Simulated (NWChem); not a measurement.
# singlet Si2NH5F+: levels of theory compared

Aim: a comparison of 6 runs (HF/6-31G*, B3LYP/6-31G*, M06-2X/6-31G*, PBE0/6-31G*, SVWN5/6-31G*, CCSD(T)/6-31G*) of singlet Si2NH5F+. 

Program for the calculation: NWChem 7.3.0.

5 further runs of the same task are left out: 2 that didn't finish, 3 set aside as unsound or not needed. Runs told in other sessions of the task aren't counted.

### 1 The structure to begin with

Si2NH5F+: 9 atoms, total charge +1, spin state singlet. SMILES of the parent species: `F[SiH2]N[SiH2]`. Geometry: relaxed at PBE0-D4/def2-TZVP. This is one conformer, not always the lowest. That shape belongs to the parent species and isn't relaxed for this state.

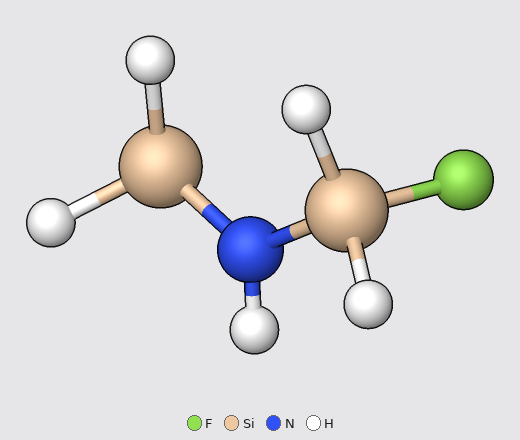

The structure, seen from a chosen angle (fluorine green, silicon light orange, nitrogen blue, hydrogen white).

### 2 A single-point energy at HF/6-31G(d) (spherical functions) (run 1)

The input, fh5nsi2.nw:

```
START fh5nsi2
memory stack 880 mb heap 220 mb global 1100 mb
charge 1
GEOMETRY units au noautosym nocenter noautoz
F     -3.36031099     2.28448991    -2.23327833
Si    -0.54424112     2.12329627    -1.14309533
N      0.45636886    -0.92861142    -0.76155963
Si     0.04459754    -2.89808398     1.82906592
H      1.08904917     3.39980627    -3.02129413
H     -0.57220907     3.36333456     1.35833514
H      1.13459157    -1.78049995    -2.33286690
H     -0.46543954    -1.22832198     4.03683295
H      2.38445642    -4.42328194     2.23497909
END
BASIS "ao basis" spherical bse
* library 6-31G*
END
SCF
thresh 1e-08
maxiter 80
noprint "final vectors analysis"
END
TASK scf energy
```

The run is started by

```sh
$ nwchem fh5nsi2.nw > fh5nsi2.out
```

Standard output:

```text
[...]
  functions       =    74
[...]
  wavefunction    = RHF
[...]
         Total SCF energy =   -734.413063240366
      One-electron energy =  -1440.724240173018
      Two-electron energy =    489.265925177006
 Nuclear repulsion energy =    217.045251755646
        Time for solution =     15.3s
[...]
```

Run time: 17 s. Hardware: 1 thread of Intel Xeon Platinum 8488C (Sapphire Rapids), shared host; peak memory 0.098 GiB.

### 3 A single-point energy at B3LYP/6-31G(d) (spherical functions) (run 2)

The input, fh5nsi2.nw:

```
start fh5nsi2
title "FH5NSi2 energy"
memory stack 880 mb heap 220 mb global 1100 mb
charge 1

geometry units angstroms noautosym nocenter noautoz
 F    -1.778200    1.208900   -1.181800
 Si   -0.288000    1.123600   -0.604900
 N     0.241500   -0.491400   -0.403000
 Si    0.023600   -1.533600    0.967900
 H     0.576300    1.799100   -1.598800
 H    -0.302800    1.779800    0.718800
 H     0.600400   -0.942200   -1.234500
 H    -0.246300   -0.650000    2.136200
 H     1.261800   -2.340700    1.182700
end

basis spherical bse
 * library 6-31G*
end

dft
 xc b3lyp
 grid xfine
 convergence energy 1e-08
 maxiter 100
 mulliken
 print medium
end

task dft energy
```

The run is started by

```sh
$ nwchem fh5nsi2.nw > fh5nsi2.out
```

Standard output:

```text
[...]
          Wavefunction type:  closed shell.
          No. of atoms     :     9
          No. of electrons :    48
[...]
          Charge           :     1
          Spin multiplicity:     1
[...]
          AO basis - number of functions:    74
[...]
              XC Information
              --------------
                         B3LYP Method XC Potential
                     Hartree-Fock (Exact) Exchange  0.200
                        Slater Exchange Functional  0.800 local
                    Becke 1988 Exchange Functional  0.720 non-local
              Lee-Yang-Parr Correlation Functional  0.810
                  VWN I RPA Correlation Functional  0.190 local
[...]
 d= 0,ls=0.0,diis     1   -736.1578790006 -9.53D+02  3.82D-02  1.78D+00     3.5
[...]
 d= 0,ls=0.5,diis    32   -736.3453100300 -6.50D-09  1.11D-06  1.68D-08   104.4
         Total DFT energy =     -736.345310033642
      One electron energy =    -1440.958747851919
           Coulomb energy =      548.495281926392
    Exchange-Corr. energy =      -60.927111373842
 Nuclear repulsion energy =      217.045267265727
[...]
      Total Density - Mulliken Population Analysis
     ---------------------------------------------
    Atom       Charge   Shell Charges
 -----------   ------   -------------------------------------------------------
    1 F    9     9.36   2.00  0.93  3.31  1.03  2.08  0.01
    2 Si  14    13.15   2.00  2.00  5.96  0.93  1.66  0.13  0.17  0.30
    3 N    7     7.72   2.00  0.80  2.50  0.82  1.59  0.01
    4 Si  14    13.24   2.00  2.00  5.96  1.09  1.64  0.19  0.19  0.16
    5 H    1     1.03   0.51  0.52
    6 H    1     1.06   0.51  0.55
    7 H    1     0.58   0.48  0.10
    8 H    1     0.94   0.48  0.46
    9 H    1     0.93   0.48  0.45
[...]
```

Wall time 1.8 min (1 thread of Intel Xeon Platinum 8488C (Sapphire Rapids), shared host); peak memory 0.14 GiB.

### 4 A single-point energy at M06-2X/6-31G(d) (spherical functions) (run 3)

The input, run.py:

```python
from ase import Atoms
from ase.calculators.nwchem import NWChem

system = Atoms(['F', 'Si', 'N', 'Si', 'H', 'H', 'H', 'H', 'H'], positions=[
    [-1.778200, 1.208900, -1.181800],
    [-0.288000, 1.123600, -0.604900],
    [0.241500, -0.491400, -0.403000],
    [0.023600, -1.533600, 0.967900],
    [0.576300, 1.799100, -1.598800],
    [-0.302800, 1.779800, 0.718800],
    [0.600400, -0.942200, -1.234500],
    [-0.246300, -0.650000, 2.136200],
    [1.261800, -2.340700, 1.182700],
])

calc = NWChem(
    label='work',
    theory='dft',
    memory='2200 mb',
    basis='6-31G*',
    basispar='spherical bse',
    charge=1,
    dft={'xc': 'm06-2x', 'mult': '1', 'grid': 'xfine', 'convergence': 'energy 1e-08', 'iterations': '100', 'mulliken': None},
    task='energy',
)
system.calc = calc

print(f"energy = {system.get_potential_energy():.6f} eV")
print("dipole (e A):", system.get_dipole_moment().round(4))
```

The run is started by

```sh
$ export ASE_NWCHEM_COMMAND="nwchem PREFIX.nwi > PREFIX.nwo"
$ python run.py
```

Standard output:

```text
energy = -20032.830830 eV
dipole (e A): [ 0.2359 -1.3049  0.5302]
```

The calculator wrote work.nwi:

```
title "work"

permanent_dir work

scratch_dir work

start work

geometry units angstrom nocenter noautosym noautoz
  F  -1.7782000000000000e+00 1.2089000000000001e+00 -1.1818000000000000e+00
  Si -2.8799999999999998e-01 1.1235999999999999e+00 -6.0489999999999999e-01
  N  2.4149999999999999e-01 -4.9140000000000000e-01 -4.0300000000000002e-01
  Si 2.3599999999999999e-02 -1.5336000000000001e+00 9.6789999999999998e-01
  H  5.7630000000000003e-01 1.7990999999999999e+00 -1.5988000000000000e+00
  H  -3.0280000000000001e-01 1.7798000000000000e+00 7.1879999999999999e-01
  H  6.0040000000000004e-01 -9.4220000000000004e-01 -1.2344999999999999e+00
  H  -2.4629999999999999e-01 -6.5000000000000002e-01 2.1362000000000001e+00
  H  1.2618000000000000e+00 -2.3407000000000000e+00 1.1827000000000001e+00
end

charge 1

memory 2200 mb

basis spherical bse noprint
   * library 6-31G*
end

dft
  xc m06-2x
  mult 1
  grid xfine
  convergence energy 1e-08
  iterations 100
  mulliken
end

task dft energy
```

work.nwo (excerpt; [...] marks lines left out):

```text
[...]
      One electron energy =    -1441.039910713065
[... 1 line left out ...]
    Exchange-Corr. energy =      -60.786682545128
[... 6 lines left out ...]
                       DFT Final Molecular Orbital Analysis
[... 531 lines left out ...]
     -------------------------------------------
[...]
```

Wall time 44 s (1 thread of Intel Xeon Platinum 8488C (Sapphire Rapids), shared host); peak memory 0.14 GiB.

Runs 4 to 5 aren't shown in full; the table further down has their settings and results.

### 5 A single-point energy at CCSD(T)/6-31G(d) (spherical functions) (run 6)

The input, test.nw:

```
start test
memory 2200 mb
charge 1

geometry noautosym nocenter noautoz
 F       -1.778200       1.208900      -1.181800
 Si      -0.288000       1.123600      -0.604900
 N        0.241500      -0.491400      -0.403000
 Si       0.023600      -1.533600       0.967900
 H        0.576300       1.799100      -1.598800
 H       -0.302800       1.779800       0.718800
 H        0.600400      -0.942200      -1.234500
 H       -0.246300      -0.650000       2.136200
 H        1.261800      -2.340700       1.182700
end

basis spherical bse
 * library 6-31G*
end

scf
 singlet
 rhf
 thresh 1e-08
 maxiter 80
 print medium
end

ccsd
 freeze core 12
 maxiter 60
end

task ccsd(t) energy
```

The run is started by

```sh
$ nwchem test.nw > test.out
```

Standard output:

```text
[...]
  functions       =    74
[...]
  wavefunction    = RHF
[...]
         Total SCF energy =   -734.413063253922
      One-electron energy =  -1440.724270817654
      Two-electron energy =    489.265940298004
 Nuclear repulsion energy =    217.045267265727
        Time for solution =     15.8s
[...]
 Total MP2 energy:           -734.898614168997142
[...]
             energy      energy      error      ampl     ampl      Block
                                                time     time      time
[...]
 Total CCSD energy:           -734.934473460620779
[...]
 Total CCSD+T(CCSD) energy:           -734.950015294007130
[...]
 Total CCSD(T) energy:                -734.948146445726479
[...]
```

Wall time 1.8 min (1 thread of Intel Xeon Platinum 8488C (Sapphire Rapids), shared host); peak memory 0.18 GiB.

### 6 The series

| run | level | iteration cap | module | energy (Eh) | wall time |
| --- | --- | --- | --- | --- | --- |
| 1 | HF/6-31G* (spherical functions) | 80 | scf | -734.413063 | 17 s |
| 2 | B3LYP/6-31G* (spherical functions) | 100 | dft | -736.345310 | 1.8 min |
| 3 | M06-2X/6-31G* (spherical functions) | 100 | dft | -736.192960 | 44 s |
| 4 | PBE0/6-31G* (spherical functions) | 100 | dft | -735.895383 | 36 s |
| 5 | SVWN5/6-31G* (spherical functions) | 100 | dft | -732.869495 | 98 s |
| 6 | CCSD(T)/6-31G* (spherical functions) | 80 | ccsd(t) | -734.948146 | 1.8 min |

### 7 Outcome

| quantity | value |
| --- | --- |
| run 6: total energy | -734.94815 Eh |
| run 6: HOMO energy (Hartree–Fock orbitals) | -17.33 eV |
| run 6: LUMO energy (Hartree–Fock orbitals) | -6.82 eV |
| run 6: HOMO–LUMO gap (Hartree–Fock orbitals) | 10.50 eV |
| run 6: correlation energy (12 core orbitals frozen) | -535.1 mEh |
| run 6: (T) correction | -13.67 mEh |

What this shows: Over runs 2, 3, 4 the HOMO–LUMO gap runs from 3.48 eV (B3LYP/6-31G*) to 6.09 eV (M06-2X/6-31G*). Totals of different functionals can't be ranked against each other. All runs together took 6.8 min, the longest 1.8 min.
